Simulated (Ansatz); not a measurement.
# The valence band of MgH20Br4N4O4 as photoemission sees it

Aim: the valence spectrum of MgH20Br4N4O4 from He I to hard X-rays, and which orbitals make each feature.

Method: DFT, PBEsol, plane-wave PAW, default files, scalar-relativistic, in the first sound run; inputs show where later runs differ, in Ansatz 0.2.0.

**1. The starting structure**

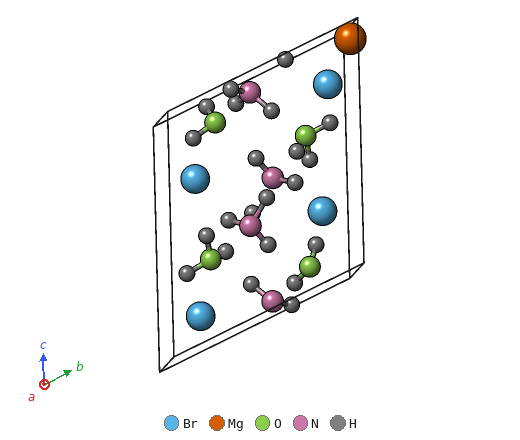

Start, viewed slightly off an axis; bromine blue, magnesium orange, oxygen green, nitrogen pink, hydrogen grey. Bonds to atoms that aren't drawn are left out. Some periodic images of atoms are drawn too.

**2. Self-consistent run, DOS and bands**

The base run gives the projected DOS, from which the spectra are built. The DOS is taken on a denser mesh than the density.

Contents of input.yaml:

```yaml
crystal:
  lattice:
    - [7.5406904308, 0.0, 0.0]
    - [0.9307476361, 7.5284661914, 0.0]
    - [0.4868958041, 3.6479456598, 7.9681512294]
  atoms:
    - { symbol: Br, position: [0.86895025, 0.15437288, 0.11521135] }
    - { symbol: Br, position: [0.64404456, 0.16133563, 0.68601022] }
    - { symbol: Br, position: [0.14354279, 0.90128707, 0.81982081] }
    - { symbol: Br, position: [0.40866833, 0.83637099, 0.31091536] }
    - { symbol: Mg, position: [0.84880602, 0.97020987, 0.93507903] }
    - { symbol: O, position: [0.6350505, 0.74203282, 0.64033041] }
    - { symbol: O, position: [0.73419805, 0.73879942, 0.10158393] }
    - { symbol: O, position: [0.34950553, 0.25421551, 0.34132321] }
    - { symbol: O, position: [0.22596507, 0.30456345, 0.887414] }
    - { symbol: "N", position: [0.02752231, 0.61206218, 0.55638531] }
    - { symbol: "N", position: [0.48234205, 0.55991273, 0.04452332] }
    - { symbol: "N", position: [0.97084484, 0.41733988, 0.37690684] }
    - { symbol: "N", position: [0.51564186, 0.46716153, 0.92971893] }
    - { symbol: H, position: [0.62925753, 0.87071541, 0.64416079] }
    - { symbol: H, position: [0.65625318, 0.77954651, 0.18058041] }
    - { symbol: H, position: [0.36742495, 0.1271011, 0.33102308] }
    - { symbol: H, position: [0.25509765, 0.1862917, 0.86715851] }
    - { symbol: H, position: [0.56519467, 0.76544249, 0.53858131] }
    - { symbol: H, position: [0.90609386, 0.51162373, 0.26749133] }
    - { symbol: H, position: [0.41469596, 0.23036275, 0.44283109] }
    - { symbol: H, position: [0.12861842, 0.2696025, 0.97160188] }
    - { symbol: H, position: [0.55408783, 0.57391797, 0.81124849] }
    - { symbol: H, position: [0.99671115, 0.50419454, 0.45665949] }
    - { symbol: H, position: [0.44075051, 0.45457081, 0.15767565] }
    - { symbol: H, position: [0.09234464, 0.52250507, 0.66655075] }
    - { symbol: H, position: [0.624403, 0.36061081, 0.97637906] }
    - { symbol: H, position: [0.88950969, 0.31135, 0.44504188] }
    - { symbol: H, position: [0.37551101, 0.66636637, 0.99684614] }
    - { symbol: H, position: [0.10665135, 0.72087038, 0.49090059] }
    - { symbol: H, position: [0.40457365, 0.40108886, 0.91698801] }
    - { symbol: H, position: [0.09104122, 0.35240265, 0.35191193] }
    - { symbol: H, position: [0.64535707, 0.66448852, 0.06942368] }
    - { symbol: H, position: [0.90874753, 0.67322188, 0.5857852] }
kpoints:
  mp_grid: { grid: [4, 4, 4] }
  band_path:
    path:
      - [[0.0, 0.0, 0.0], [0.0, 0.0, 0.5]]
      - [[0.5, 0.0, 0.0], [0.0, 0.0, 0.0], [0.0, 0.5, 0.0]]
      - [[0.5, 0.5, 0.5], [0.0, 0.0, 0.0], [0.5, 0.5, 0.0]]
      - [[0.0, 0.5, 0.5], [0.0, 0.0, 0.0], [0.5, 0.0, 0.5]]
    npoints: 8
scf:
  occupations: { method: fermi_dirac, width: 0.02 }
  n_extra_bands: 40
hamiltonian:
  xc: pbesol
  pseudopotentials: { kind: paw }
output:
  forces: true
  stress: true
  dos:
    projected:
      site_lists:
        Br: [0, 1, 2, 3]
        Mg: [4]
        O: [5, 6, 7, 8]
        "N": [9, 10, 11, 12]
        H: [13, 14, 15, 16, 17, 18, 19, 20, 21, 22, 23, 24, 25, 26, 27, 28, 29, 30, 31, 32]
    de: 0.05
    e_range: [-30, 12]
    nscf_kmesh: { grid: [6, 6, 6] }
  fatbands: true
```

Launch:

```console
$ ansatz run input.yaml --threads 4 --pin off --max-ram 12288MiB --backend cpu --events-out ev --progress --plain --runs-dir out
```

Planned after this: with LDA; with r²SCAN; other settings. Settings of the main run: cutoff 420 eV, 4×4×4 k-mesh, Fermi-Dirac occupations, smearing width 0.02 eV, photon energies (21.2, 150, 1486.7, 9251.7) eV, gaussian fwhm 0.45 eV, lorentzian fwhm at zero 0.05 eV, lorentzian slope 0.05 eV per eV, sample temperature 300 K, light unpolarised, analyser angle 60 deg from the beam (unpolarised) or the polarisation (linear), emission gaussian fwhm 0.8 eV, DOS k mesh 6×6×6, DOS method tetrahedron, paw.

**Question.** What will these runs give for the results at each level?

MgH20Br4N4O4 is an insulator or semiconductor at the base level (gap 4.07 eV), and its valence spectrum changes with photon energy as the shells' cross sections do. At 21.2 eV the valence spectrum has its highest listed peaks within 10.8 eV at 0.8 eV (Br 4p), 3.8 eV (O 2p), 5.5 eV (N 2p) and 6.9 eV (mixed, O 2p leading). At 1486.7 eV the valence spectrum has its highest listed peaks within 13 eV at 0.2 eV (Br 4p), 0.8 eV (Br 4p) and 12.8 eV (Br 4s).

```
least gap on the mesh and the path                           : 4.07 eV
strongest listed peak within 13 eV of the zero, at 1486.7 eV : 0.8 eV binding, mostly Br 4p
strongest listed peak within 13 eV of the zero, at 21.2 eV   : 0.8 eV binding, mostly Br 4p
PBEsol (6 min on 4 threads)                                  : gap 4.07 eV, highest Al Kα peak within 13 eV at 0.8 eV (Br 4p)
LDA (6 min on 4 threads)                                     : gap 3.83 eV, highest Al Kα peak within 13 eV at 0.8 eV (Br 4p)
r²SCAN (9.6 min on 4 threads)                                : gap 4.62 eV, highest Al Kα peak within 13 eV at 0.9 eV (Br 4p)
```

The shell named is the one with most of the intensity, cross sections included, not always the one with most states there. In the main run, from 1486.7 eV towards hard X-rays the Br 4s share grows by 30 points, as its cross section falls more slowly with photon energy than those of the shells it gains on. With LDA, the gap on the path moves from 4.07 to 3.83 eV. With r²SCAN, the gap on the path moves from 4.07 to 4.62 eV. At 21.2 eV the area is led by Br 4p (38 %), at 9251.7 eV by Br 4s (54 %), a shell that the model's window at 21.2 eV leaves out. Kohn–Sham levels aren't quasiparticle energies, so peak positions are approximate. Each run has its own recipe for the spectra (widths, photon energies, in some runs the light), so peak heights and places can differ between runs for that reason too. The structure comes from a computed Materials Project entry, not from a measurement. Semilocal Kohn–Sham gaps are too small as a rule.

[Logs are printed without paths, hosts, clocks, repeated set-up lines and the standing remarks that a program may print on its own settings, such as how far it seeks lower states.]

[Hosts, paths, dates, database ids (printed as entryN), source tags and the programs' standing remarks are cut or masked in the printed files.]

[Maps of the electrostatic potential energy from Ansatz leave out the sawtooth potential of an applied field or a dipole correction, so their vacuum need not be flat; work functions include it.]

[Peak lists hold at most the 14 tallest peaks of each spectrum; further lines can be left out.]
